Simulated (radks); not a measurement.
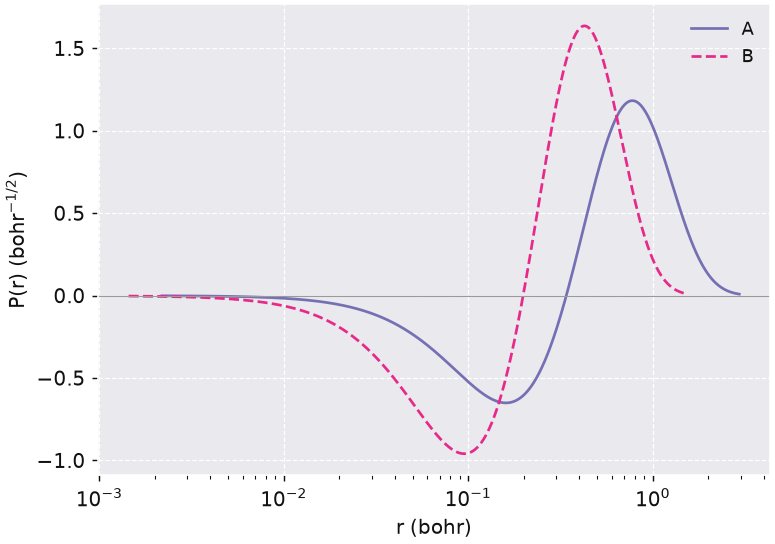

Two nuclei with the same 15 electrons, [Ne] 3s2 3p3 (open shells shared over both j by 2j + 1), were computed: Br²⁰⁺; V⁸⁺. Computed with the in-house radial solver radks: Dirac Kohn-Sham, LDA (Slater exchange, Perdew-Wang correlation), spin-unpolarised, spherical densities, finite nucleus.

The plot shows P(r) = r R(r) of the 3p1/2 orbital in both runs (large components where relativistic).

Assign A and B.

A is V⁸⁺ (⟨r⟩ = 0.866 bohr, eigenvalue −189.9 eV); B is Br²⁰⁺ (⟨r⟩ = 0.461 bohr, eigenvalue −847.0 eV). The larger nuclear charge pulls the orbital in.
